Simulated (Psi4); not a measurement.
# BCl2 (SMILES Cl[B]Cl) at UHSE06/def2-TZVP

What is the vertical ionisation energy of BCl2 at UHSE06/def2-TZVP? 

Program for the calculation: Psi4 1.11.

2 further runs of the same task are left out: 2 set aside as unsound or not needed.

## (1) The molecule

The species is BCl2 (3 atoms), meant as a doublet with charge 0. SMILES: `Cl[B]Cl`. The coordinates come from a PBE0-D4/def2-TZVP relaxation.

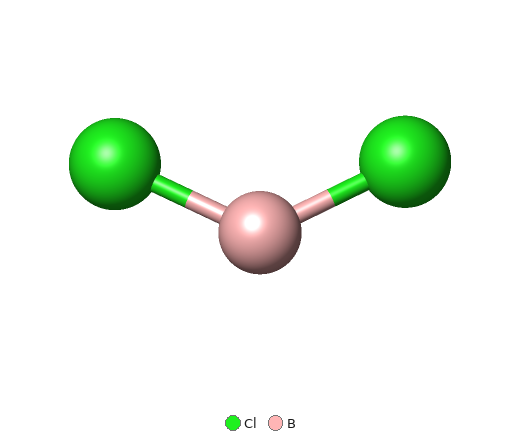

The structure, seen from a chosen angle (chlorine green, boron pink).

## (2) Energy and forces at UHSE06/def2-TZVP

File bcl2.dat:

```
memory 1600 MB

molecule m {
  0 2
  Cl     0.70203326    -2.88296618     0.05669178
  B     -0.87664395    -0.09505322    -0.48547064
  Cl     0.15401268     2.85556515     0.40383447
  units au
  symmetry c1
}

set {
  basis def2-TZVP
  reference uks
  puream true
  e_convergence 1e-09
  d_convergence 1e-08
  scf_type pk
  dft_radial_points 99
  dft_spherical_points 590
  maxiter 100
}

e, wfn = gradient("hse06", return_wfn=True)
oeprop(wfn, "QUADRUPOLE", "MULLIKEN_CHARGES", "DIPOLE", title="HSE06")
```

On the command line:

```sh
$ psi4 bcl2.dat bcl2.out -n 1
```

bcl2.out:

```text
[...]
  Running in c1 symmetry.
[...]
  Nuclear repulsion =  102.359078380213518
[...]
  Multiplicity = 2
[...]
  Nalpha       = 20
  Nbeta        = 19
[...]
    Number of basis functions: 105
[...]
   @UKS iter   1:  -944.92021606625201   -5.87787e-02   4.02802e-03 ADIIS/DIIS
[...]
   @UKS iter  12:  -944.98988897488289   -2.16005e-12   7.02820e-09 DIIS
[...]
   @S^2 Observed:                7.532814874E-01
[...]
    Orbital Energies [Eh]
    ---------------------
    Alpha Occupied:
       1A   -101.725125     2A   -101.725118     3A     -9.544692
       4A     -9.544684     5A     -7.274889     6A     -7.274881
       7A     -7.270333     8A     -7.270325     9A     -7.269186
      10A     -7.269177    11A     -6.890019    12A     -0.893478
      13A     -0.861750    14A     -0.524890    15A     -0.450715
      16A     -0.402197    17A     -0.396229    18A     -0.350693
      19A     -0.341039    20A     -0.221530
    Alpha Virtual:
      21A     -0.086191    22A      0.046857    23A      0.056010
      24A      0.078661    25A      0.109944    26A      0.114359
[...]
  @UKS Final Energy:  -944.98988897488289
   => Energetics <=
    Nuclear Repulsion Energy =            102.3590783802135178
    One-Electron Energy =               -1507.1277773346880622
    Two-Electron Energy =                 505.8979286612541841
    DFT Exchange-Correlation Energy =     -46.1191186816625276
    Empirical Dispersion Energy =           0.0000000000000000
    VV10 Nonlocal Energy =                  0.0000000000000000
    Total Energy =                       -944.9898889748828879
[...]
  -Total Gradient:
     Atom            X                  Y                   Z
    ------   -----------------  -----------------  -----------------
       1       -0.000146312898     0.000514966847     0.000000000000
       2        0.000237607881    -0.000006418294     0.000000000000
       3       -0.000080113984    -0.000507947374    -0.000000000000
[...]
 Multipole Moments:
 ------------------------------------------------------------------------------------
     Multipole            Electronic (a.u.)      Nuclear  (a.u.)        Total (a.u.)
 ------------------------------------------------------------------------------------
 L = 1.  Multiply by 2.5417464519 to convert [e a0] to [Debye]
 Dipole X            :         -0.3304153            0.4527417            0.1223264
 Dipole Y            :         -0.0182616            0.0248715            0.0066099
 Dipole Z            :         -0.0000000           -0.0000000           -0.0000000
 Magnitude           :                                                    0.1225048
 L = 2.  Multiply by 1.3450342976 to convert [e a0^2] to [Debye ang]
 Quadrupole XX       :        -34.1379579           10.5094189          -23.6285390
 Quadrupole XY       :         14.9125503          -14.9855524           -0.0730021
[...]
  Mulliken Charges: (a.u.)
   Center  Symbol    Alpha    Beta     Spin     Total
       1    CL     8.55705  8.50286  0.05420 -0.05991
       2     B     2.88587  1.99426  0.89160  0.11987
       3    CL     8.55708  8.50288  0.05420 -0.05995
   Total alpha = 20.00000, Total beta = 19.00000, Total charge = -0.00000
    Psi4 run time: 0:00:51.48
```

It took 53 s on 1 thread of Intel Xeon Platinum 8259CL at 2.50GHz (Skylake/Cascade Lake), shared host; peak memory 0.77 GiB.

## (3) The singlet cation, same level

File input.dat:

```
memory 1.6 GB

molecule {
  1 1
  Cl
  B 1 1.71951
  Cl 2 1.719563 1 125.40165
  symmetry c1
  no_reorient
  no_com
}

set globals {
  basis def2-TZVP
  reference rks
  puream true
  e_convergence 1e-09
  d_convergence 1e-08
  scf_type pk
  dft_radial_points 99
  dft_spherical_points 590
}

energy_value, wavefunction = gradient('hse06', return_wfn=True)
oeprop(wavefunction, 'QUADRUPOLE', 'DIPOLE', 'MAYER_INDICES')
print_variables()
```

On the command line:

```sh
$ psi4 input.dat output.dat -n 1
```

output.dat:

```text
[...]
  Running in c1 symmetry.
[...]
  Nuclear repulsion =  102.359068775095409
[...]
  Multiplicity = 1
[...]
  Nalpha       = 19
  Nbeta        = 19
[...]
    Number of basis functions: 105
[...]
   @RKS iter   1:  -944.64174475269419    2.19692e-01   3.00247e-03 DIIS/ADIIS
[...]
   @RKS iter  10:  -944.66480711678139   -2.60343e-11   7.29786e-09 DIIS
[...]
    Orbital Energies [Eh]
    ---------------------
    Doubly Occupied:
       1A   -102.000777     2A   -102.000769     3A     -9.816236
       4A     -9.816227     5A     -7.547519     6A     -7.547511
       7A     -7.541118     8A     -7.541109     9A     -7.540544
      10A     -7.540535    11A     -7.223664    12A     -1.149201
      13A     -1.117136    14A     -0.775653    15A     -0.706439
      16A     -0.645198    17A     -0.644376    18A     -0.594672
      19A     -0.583698
[...]
  @RKS Final Energy:  -944.66480711678139
   => Energetics <=
    Nuclear Repulsion Energy =            102.3590687750954089
    One-Electron Energy =               -1496.7105821458130777
    Two-Electron Energy =                 495.5172030956550202
    DFT Exchange-Correlation Energy =     -45.8304968417188263
    Empirical Dispersion Energy =           0.0000000000000000
    VV10 Nonlocal Energy =                  0.0000000000000000
    Total Energy =                       -944.6648071167813896
[...]
  -Total Gradient:
     Atom            X                  Y                   Z
    ------   -----------------  -----------------  -----------------
       1        0.029039609615     0.049316374540     0.000000000000
       2       -0.086055538418    -0.044394225021    -0.000000000000
       3        0.057037145119    -0.004911191715     0.000000000000
[...]
 Multipole Moments:
 ------------------------------------------------------------------------------------
     Multipole            Electronic (a.u.)      Nuclear  (a.u.)        Total (a.u.)
 ------------------------------------------------------------------------------------
 L = 1.  Multiply by 2.5417464519 to convert [e a0] to [Debye]
 Dipole X            :         -0.9836965            0.4029300           -0.5807665
 Dipole Y            :         -0.5075753            0.2079451           -0.2996302
 Dipole Z            :          0.0000000            0.0000000            0.0000000
 Magnitude           :                                                    0.6535044
 L = 2.  Multiply by 1.3450342976 to convert [e a0^2] to [Debye ang]
 Quadrupole XX       :        -83.8178065           67.2823905          -16.5354160
 Quadrupole XY       :        109.9787531         -111.5908693           -1.6121161
[...]
```

Wall time 40 s (1 thread of Intel Xeon Platinum 8259CL at 2.50GHz (Skylake/Cascade Lake), shared host); peak memory 0.77 GiB.

## (4) Summary of results

Level: UHSE06/def2-TZVP.

```
                                          quantity          value
                        doublet BCl2: total energy  -944.98989 Eh
                       doublet BCl2: dipole moment         0.31 D
  doublet BCl2: HOMO energy (highest over α and β)       -6.03 eV
   doublet BCl2: LUMO energy (lowest over α and β)       -2.36 eV
                                doublet BCl2: ⟨S²⟩          0.753
            doublet BCl2: largest force on an atom     0.028 eV/Å
                      singlet cation: total energy  -944.66481 Eh
                       singlet cation: HOMO energy      -15.88 eV
                       singlet cation: LUMO energy      -11.40 eV
                     singlet cation: HOMO–LUMO gap        4.48 eV
          singlet cation: largest force on an atom     4.979 eV/Å
vertical ionisation energy (to the singlet cation)       8.846 eV
```

Removing an electron at fixed nuclei costs 8.85 eV (854 kJ/mol). Only the singlet of the ionised species was computed; a triplet could lie lower.
